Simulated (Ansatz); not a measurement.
CH₅FSi

```yaml
atoms:
  - { symbol: Si, position_ang: [0.0076, 0.0046, -0.0207] }
  - { symbol: F, position_ang: [-0.2647, -0.1784, 1.5792] }
  - { symbol: H, position_ang: [1.4796, 0.1263, -0.2143] }
  - { symbol: C, position_ang: [-0.8828, 1.5320, -0.6226] }
  - { symbol: H, position_ang: [-1.9703, 1.4441, -0.4696] }
  - { symbol: H, position_ang: [-0.5310, 2.4307, -0.0910] }
  - { symbol: H, position_ang: [-0.7005, 1.6801, -1.7004] }
  - { symbol: H, position_ang: [-0.4958, -1.2195, -0.7043] }
```

All numbers below come from RKS B3LYP-D4/def2-SVP (Ansatz).

**What can the converged electron density and electron localisation function tell about the bonding?**

Si–F (1.63 Å): ρ is about 0.97 e/Å³ halfway; the ELF peaks at about 0.85 in the valence shell of F, 0.6 Å from its nucleus, and is about 0.40 at the midpoint.
C–Si (1.87 Å): ρ is about 0.99 e/Å³ halfway; the ELF peaks at about 0.95 between the atoms; a shared electron pair.
C–H (1.10 Å): ρ at the midpoint is about 1.9 e/Å³; the ELF climbs to about 1 towards the hydrogen, as it does in any bond to H (a covalent bond by its length).

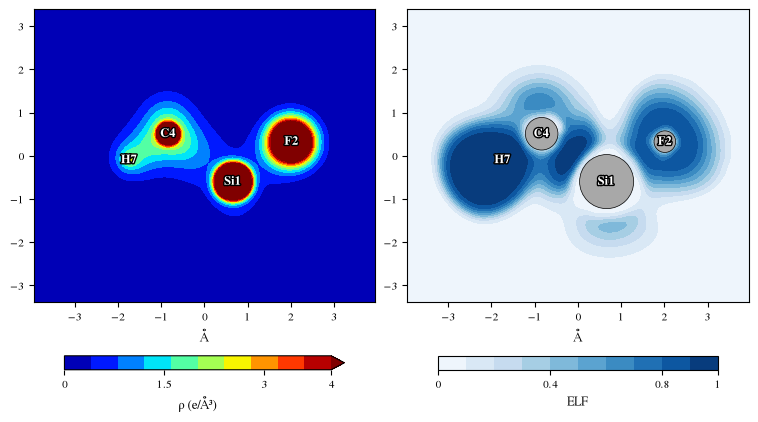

Computed electron density and electron localisation function on the plane of atoms F2, Si1 and C4, in this order. Grey discs cover the atomic cores in the ELF map. 
